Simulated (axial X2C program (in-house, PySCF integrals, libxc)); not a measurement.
# ClLi: bond curves

Aim: find the lowest determinant of ClLi, scan the bond at several levels and fit the constants.

Computed with an in-house X2C program for linear molecules on PySCF integrals. Level: all-electron X2C, Cl dyall-av4z, Li dyall-cv4z.

All values are calculated.

## 1. The job

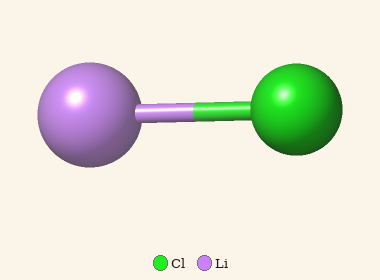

The two atoms at 2.320 Å (chlorine green, lithium purple).

The input, task.json:

```json
{"zs": [17, 3], "q": 0, "bas": ["dyall-av4z", "dyall-cv4z"], "levels": ["PBE0", "HF", "B97-3", "BP86", "BLYP"], "cc": true, "r0": 2.32, "thr": -2.0, "nmax": 180}
```

Keys: zs atomic numbers; q charge; bas basis sets; levels methods (HF also brings MP2); cc coupled cluster on or off; r0 starting distance in Å; thr threshold in hartree for freezing inner shells (an s shell follows its p shell); nmax most natural virtual spinors.

On the command line:

```
$ python so2c.py task.json out
```

Two-component (2c) means X2C with spin–orbit coupling and atomic mean-field two-electron Coulomb and Gaunt terms. Basis: Cl dyall-av4z contracted to [10s9p4d3f2g], Li dyall-cv4z contracted to [10s10p5d3f]; Gaussian nuclei, density fitting. Masses: Cl 34.969 u, Li 7.016 u.

Notation: σ, π±, δ± give the projection m of an orbital's angular momentum (0, ±1, ±2), α and β its spin, Λ and M_S the sums; ω is the projection of a spinor's total angular momentum and Ω the sum. Logs are in hartree.

The results follow Hamiltonian by Hamiltonian and level by level.

## 2. State search with PBE0

PBE0 moves the distance from 2.320 Å to 2.021 Å and compares determinants there.

Two-component determinants:

| ΔE (eV) | state | open shells |
| --- | --- | --- |
| 0.00 | Ω = 0 | closed shell |
| 5.23 | Ω = 2 | excess of +ω over −ω: ω = 1/2, ω = 3/2 |
| 5.26 | Ω = 1 | excess of +ω over −ω: ω = -1/2, ω = 3/2 |
| 5.33 | Ω = 1 | excess of +ω over −ω: 2 × ω = 1/2 |
| 6.65 | Ω = 3 | excess of +ω over −ω: 2 × ω = 3/2 |
| 6.72 | Ω = 1 | excess of +ω over −ω: ω = -1/2, ω = 3/2 |
| 6.77 | Ω = 2 | excess of +ω over −ω: ω = 1/2, ω = 3/2 |

## 3. PBE0, 2c

State followed: Ω = 0 (closed shell). The scan is laid around 2.021 Å, a first estimate of the minimum, and this SCF restarts from the orbitals of the search.

The SCF at the reference distance of 2.021 Å:

```text
two-component X2C + atomic mean field  PBE0
basis functions 182  fitting functions 715  grid points 4361
iter        total energy     max residual
   1       -469.001031727     5.46e-06
   2       -469.001031727     4.65e-06
converged
one-electron -675.48578611  Coulomb 223.37274068  exact exchange -7.38822456  xc functional -22.77784572  nuclear repulsion 13.35380394  atomic mean-field constant -0.07571996
```

Along the bond, energies from the lowest point:

| R (Å) | E (eV) | μ (D) | HOMO (eV) | LUMO (eV) | iterations |
| --- | --- | --- | --- | --- | --- |
| 1.758 | 0.4331 | 5.92 | -7.60 | -1.14 | 9 |
| 1.839 | 0.1815 | 6.24 | -7.44 | -1.19 | 9 |
| 1.900 | 0.0722 | 6.49 | -7.34 | -1.23 | 9 |
| 1.960 | 0.0153 | 6.73 | -7.23 | -1.28 | 9 |
| 2.021 | 0.0000 | 6.99 | -7.13 | -1.32 | 2 |
| 2.092 | 0.0223 | 7.29 | -7.02 | -1.38 | 9 |
| 2.163 | 0.0781 | 7.59 | -6.92 | -1.44 | 9 |
| 2.253 | 0.1843 | 7.99 | -6.78 | -1.52 | 9 |
| 2.365 | 0.3499 | 8.48 | -6.63 | -1.63 | 9 |
| 2.526 | 0.6282 | 9.21 | -6.42 | -1.79 | 10 |
| 2.749 | 1.0334 | 10.23 | -6.15 | -2.03 | 10 |
| 3.031 | 1.5310 | 11.55 | -5.85 | -2.32 | 10 |

Dipoles are positive if Li is the positive end.

Outer spinors at the reference distance:

```csv
ω,occupied,ε (eV),atomic character,λ mixture
1/2,yes,-20.12,"76% Cl s, 10% Li p, 7% Li d",100% σ
1/2,yes,-7.81,"85% Cl p, 7% Li p, 5% Li s","99% σ, 1% π"
1/2,yes,-7.20,"85% Cl p, 6% Li p, 6% Li d","99% π, 1% σ"
3/2,yes,-7.13,"85% Cl p, 6% Li p, 6% Li d",100% π
1/2,no,-1.32,"64% Li s, 24% Li p, 6% Cl s",100% σ
1/2,no,0.13,"89% Li p, 4% Li d, 4% Cl p",100% π
3/2,no,0.14,"89% Li p, 4% Li d, 4% Cl p",100% π
1/2,no,0.44,"92% Li p, 4% Li s, 2% Cl s",100% σ
```

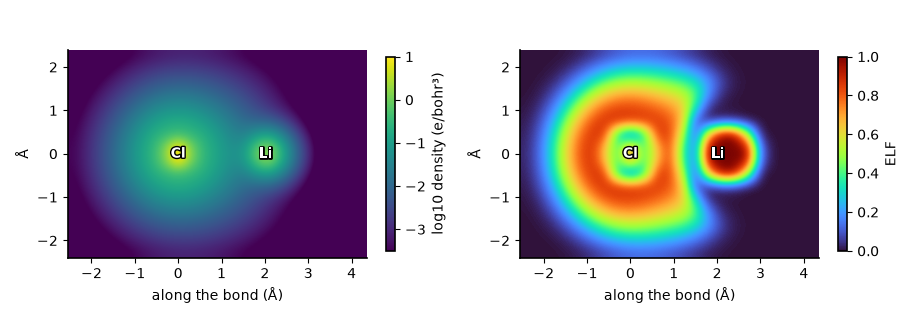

PBE0 fields in a plane through the axis, from a grid of 0.3 Å; Cl lies at z = 0 and Li at z = 2.021 Å; the ELF is damped to zero where the density is low.

Re = 2.017 Å, ωe = 645 cm⁻¹, ωexe = 4.52 cm⁻¹, Be = 0.7091 cm⁻¹, De = 4.72 eV, μ = 6.97 D.

## 4. HF, 2c

Output at 2.021 Å:

```text
two-component X2C + atomic mean field  HF
basis functions 182  fitting functions 715  grid points 4361
iter        total energy     max residual
   1       -468.387859671     5.41e-02
   2       -468.394926804     2.45e-03
   3       -468.395052129     5.08e-04
   4       -468.395059389     1.21e-04
   5       -468.395060201     4.10e-05
   6       -468.395060304     1.19e-05
   7       -468.395060309     3.83e-06
   8       -468.395060310     6.62e-07
converged
one-electron -675.41032155  Coulomb 223.32439929  exact exchange -29.58722202  xc functional 0.00000000  nuclear repulsion 13.35380394  atomic mean-field constant -0.07571996
```

Re = 2.035 Å, ωe = 642 cm⁻¹, ωexe = 4.4 cm⁻¹, Be = 0.6969 cm⁻¹, De = 3.56 eV, μ = 7.33 D.

## 5. B97-3, 2c

The SCF at the reference distance of 2.021 Å:

```text
two-component X2C + atomic mean field  B97-3
basis functions 182  fitting functions 715  grid points 4361
iter        total energy     max residual
   1       -469.121916101     6.68e-03
   2       -469.122143448     4.27e-04
   3       -469.122144787     3.93e-04
   4       -469.122149241     4.15e-05
   5       -469.122149293     6.35e-06
   6       -469.122149294     3.84e-06
converged
one-electron -675.52184647  Coulomb 223.41539826  exact exchange -7.96021134  xc functional -22.33357373  nuclear repulsion 13.35380394  atomic mean-field constant -0.07571996
```

Re = 2.023 Å, ωe = 640 cm⁻¹, ωexe = 4.7 cm⁻¹, Be = 0.7052 cm⁻¹, De = 4.85 eV, μ = 7.05 D.

## 6. BP86, 2c

Output at 2.021 Å:

```text
two-component X2C + atomic mean field  BP86
basis functions 182  fitting functions 715  grid points 4361
iter        total energy     max residual
   1       -469.217361228     3.11e-02
   2       -469.218724061     1.02e-03
   3       -469.218686934     1.43e-03
   4       -469.218759028     9.54e-05
   5       -469.218759243     2.89e-05
   6       -469.218759267     2.10e-05
   7       -469.218759276     4.58e-07
   8       -469.218759276     2.63e-08
converged
one-electron -675.43065551  Coulomb 223.30892394  exact exchange 0.00000000  xc functional -30.37511169  nuclear repulsion 13.35380394  atomic mean-field constant -0.07571996
```

Re = 2.033 Å, ωe = 623 cm⁻¹, ωexe = 4.44 cm⁻¹, Be = 0.698 cm⁻¹, De = 4.80 eV, μ = 6.94 D.

## 7. BLYP, 2c

The SCF at the reference distance of 2.021 Å:

```text
two-component X2C + atomic mean field  BLYP
basis functions 182  fitting functions 715  grid points 4361
iter        total energy     max residual
   1       -469.173725946     3.64e-02
   2       -469.176834084     2.36e-03
   3       -469.176614732     3.39e-03
   4       -469.177005738     3.37e-04
   5       -469.177009288     4.90e-05
   6       -469.177009312     3.74e-05
   7       -469.177009339     1.75e-06
   8       -469.177009339     2.44e-08
converged
one-electron -675.39089724  Coulomb 223.26358925  exact exchange 0.00000000  xc functional -30.32778532  nuclear repulsion 13.35380394  atomic mean-field constant -0.07571996
```

Re = 2.031 Å, ωe = 625 cm⁻¹, ωexe = 4.53 cm⁻¹, Be = 0.6994 cm⁻¹, De = 4.70 eV, μ = 6.86 D.

## 8. Correlated methods, 2c

Correlated methods: 8 electrons correlated (frozen shells, counted by type: Cl 2 s, 1 p; Li 1 s), 296 virtual spinors in MP2, 110 natural virtuals in coupled cluster.

Output of the correlated part at 2.021 Å:

```text
correlated 8  virtual 296  natural virtual 110  E(MP2) -0.226891340  MP2 remainder -0.002936650
iter   CCSD correlation   residual
   1     -0.235398704   6.50e-02
   2     -0.239565313   1.76e-02
   3     -0.239714538   3.51e-03
   4     -0.239699749   9.05e-04
   5     -0.239702576   1.70e-04
   6     -0.239701247   4.63e-05
   7     -0.239701476   1.27e-05
   8     -0.239701506   2.37e-06
   9     -0.239701495   4.92e-07
(T) -0.010348124  T1 0.0051  D1 0.0060  max T2 0.045
```

T1 in the output is the amplitude norm over the root of the electron number; divide by √2 for the Lee–Taylor value.

MP2: Re = 2.040 Å, ωe = 630 cm⁻¹, Be = 0.693 cm⁻¹, De = 4.91 eV.

CCSD: Re = 2.036 Å, ωe = 634 cm⁻¹, ωexe = 4.36 cm⁻¹, Be = 0.6959 cm⁻¹, De = 4.73 eV. T1 at Re = 0.004 (Lee–Taylor, the printed value over √2).

CCSD(T): Re = 2.039 Å, ωe = 631 cm⁻¹, ωexe = 4.35 cm⁻¹, Be = 0.6941 cm⁻¹, De = 4.82 eV. T1 at Re = 0.004 (Lee–Taylor, the printed value over √2).

## 9. The 2c curves together

Energy (eV) of the followed determinant, 2c, from each level's lowest point:

| R (Å) | PBE0 | HF | MP2 | CCSD | CCSD(T) | B97-3 | BP86 | BLYP |
| --- | --- | --- | --- | --- | --- | --- | --- | --- |
| 1.758 | 0.433 | 0.499 | 0.506 | n/a | n/a | 0.450 | 0.467 | 0.462 |
| 1.839 | 0.181 | 0.221 | 0.227 | 0.220 | 0.224 | 0.192 | 0.206 | 0.202 |
| 1.900 | 0.072 | 0.096 | 0.101 | 0.096 | 0.099 | 0.079 | 0.089 | 0.086 |
| 1.960 | 0.015 | 0.026 | 0.029 | 0.026 | 0.028 | 0.018 | 0.024 | 0.022 |
| 2.021 | 0.000 | 0.000 | 0.000 | 0.000 | 0.000 | 0.000 | 0.000 | 0.000 |
| 2.092 | 0.022 | 0.013 | 0.009 | 0.011 | 0.010 | 0.019 | 0.013 | 0.014 |
| 2.163 | 0.078 | 0.061 | 0.053 | 0.058 | 0.054 | 0.072 | 0.058 | 0.061 |
| 2.253 | 0.184 | 0.160 | 0.146 | 0.154 | 0.149 | 0.174 | 0.152 | 0.156 |
| 2.365 | 0.350 | 0.320 | 0.299 | n/a | n/a | 0.335 | 0.303 | 0.308 |
| 2.526 | 0.628 | 0.595 | 0.563 | n/a | n/a | 0.607 | 0.561 | 0.568 |
| 2.749 | 1.033 | 1.000 | 0.956 | n/a | n/a | 1.002 | 0.941 | 0.949 |
| 3.031 | 1.531 | 1.501 | 1.445 | n/a | n/a | 1.486 | 1.412 | 1.418 |

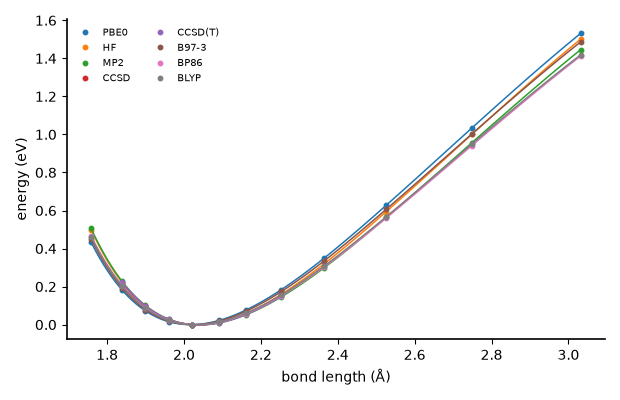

Curves of the followed state, 2c, each from its own lowest point.

Time for the job: 62 s (2 threads of Intel Xeon 6975P-C (Granite Rapids), shared host); peak memory 0.74 GiB.

## 10. Results

Lowest determinant that the search found at its distance, 2c: Ω = 0 (closed shell).

```json
{"Hamiltonian": "2c", "level": "PBE0", "Re (Å)": "2.017", "ωe (cm⁻¹)": "645", "De (eV)": "4.72", "μ (D)": "6.97"}
{"Hamiltonian": "2c", "level": "HF", "Re (Å)": "2.035", "ωe (cm⁻¹)": "642", "De (eV)": "3.56", "μ (D)": "7.33"}
{"Hamiltonian": "2c", "level": "MP2", "Re (Å)": "2.040", "ωe (cm⁻¹)": "630", "De (eV)": "4.91", "μ (D)": "n/a"}
{"Hamiltonian": "2c", "level": "CCSD", "Re (Å)": "2.036", "ωe (cm⁻¹)": "634", "De (eV)": "4.73", "μ (D)": "n/a"}
{"Hamiltonian": "2c", "level": "CCSD(T)", "Re (Å)": "2.039", "ωe (cm⁻¹)": "631", "De (eV)": "4.82", "μ (D)": "n/a"}
{"Hamiltonian": "2c", "level": "B97-3", "Re (Å)": "2.023", "ωe (cm⁻¹)": "640", "De (eV)": "4.85", "μ (D)": "7.05"}
{"Hamiltonian": "2c", "level": "BP86", "Re (Å)": "2.033", "ωe (cm⁻¹)": "623", "De (eV)": "4.80", "μ (D)": "6.94"}
{"Hamiltonian": "2c", "level": "BLYP", "Re (Å)": "2.031", "ωe (cm⁻¹)": "625", "De (eV)": "4.70", "μ (D)": "6.86"}
```

Dipoles are positive if Li is the positive end.

Time per point (s) on 2 threads of Intel Xeon 6975P-C (Granite Rapids), shared host (2c runs; CCSD comes with the CCSD(T) run); the times are rough: PBE0 0.14, HF 0.055, MP2 0.14, CCSD(T) 2.2, B97-3 0.15, BP86 0.13, BLYP 0.13.

**Reading.** Bond lengths run from 2.017 Å (2c PBE0) to 2.040 Å (2c MP2).

De refers to Cl + Li, each in the lowest determinant found, which need not be this curve's own limit. The state is a single determinant with fixed occupations, the lowest that a limited PBE0 search found. The closed shell is kept restricted; where the fragments are open shells, the energy then runs too high at long range. Dissociation energies refer to the lowest single-determinant-based atoms at the same level and basis. Coupled cluster ran in a truncated set of natural virtual spinors; the MP2 energy of the rest was added.
